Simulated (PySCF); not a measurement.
SMILES CC[Si](C)(C)F (C₄H₁₁FSi), GFN2-xTB optimised geometry. Atoms within 1.6 Å of the plane z = 0.0 Å (x, y, z in Å): C2 (-0.54, -0.60, 1.59), Si3 (-0.01, 0.30, 0.00), C4 (-0.54, 2.12, 0.00), C5 (-0.53, -0.62, -1.58), F6 (1.62, 0.30, 0.00), H8 (1.00, -2.12, 1.54), H9 (-0.53, -2.64, 0.85), H12 (-1.62, 2.23, -0.02), H13 (-0.14, 2.64, -0.87), H14 (-0.18, 2.63, 0.88).

Level of theory: PBE0/def2-SVP run with PySCF 2.14.0. Cells within 0.4 Å of a nucleus heavier than hydrogen are left out (blank, or x).

Map of the deformation density (molecule minus spherical neutral atoms) (e/bohr³) on the plane z = 0.0 Å:

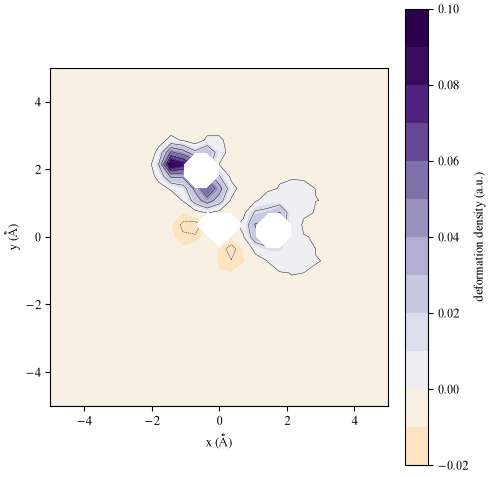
Figure: Deformation density (molecule minus spherical neutral atoms) (e/bohr³) on the plane z = 0.0 Å.
